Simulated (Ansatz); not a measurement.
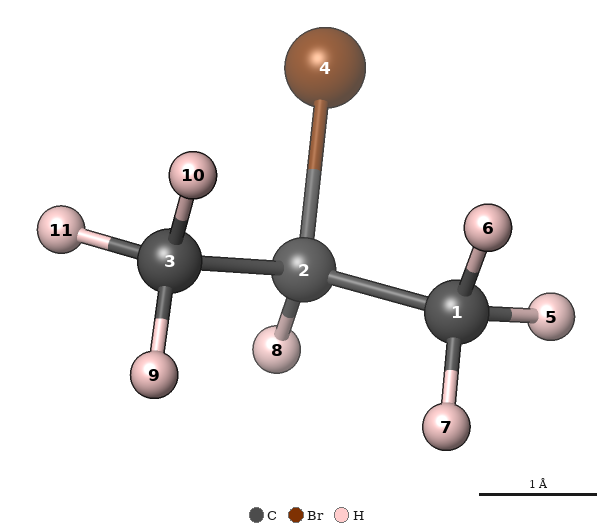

Orthographic view. Atoms fade into the background with distance from the viewer. The geometry was computed by an optimisation with PBE0-D4/def2-TZVP.

Write a MOL file (V2000) with the atoms in numerical order, bonds sorted by atom number with the orders drawn, and coordinates in the frame of the picture: x right, y up, z towards the viewer, origin at the mean position.

```
C3H7Br
                    3D

 11 10  0  0  0  0  0  0  0  0999 V2000
    1.2500   -0.3300    0.1000 C   0  0  0  0  0  0  0  0  0  0  0  0
   -0.0700    0.0300   -0.5500 C   0  0  0  0  0  0  0  0  0  0  0  0
   -1.2200    0.1100    0.4300 C   0  0  0  0  0  0  0  0  0  0  0  0
    0.1200    1.7700   -1.4600 Br  0  0  0  0  0  0  0  0  0  0  0  0
    2.0600   -0.3700   -0.6300 H   0  0  0  0  0  0  0  0  0  0  0  0
    1.5200    0.3900    0.8700 H   0  0  0  0  0  0  0  0  0  0  0  0
    1.1600   -1.3100    0.5700 H   0  0  0  0  0  0  0  0  0  0  0  0
   -0.3000   -0.6500   -1.3600 H   0  0  0  0  0  0  0  0  0  0  0  0
   -1.3500   -0.8700    0.9000 H   0  0  0  0  0  0  0  0  0  0  0  0
   -1.0200    0.8500    1.2100 H   0  0  0  0  0  0  0  0  0  0  0  0
   -2.1500    0.3800   -0.0700 H   0  0  0  0  0  0  0  0  0  0  0  0
  1  2  1  0
  1  5  1  0
  1  6  1  0
  1  7  1  0
  2  3  1  0
  2  4  1  0
  2  8  1  0
  3  9  1  0
  3 10  1  0
  3 11  1  0
M  END
```
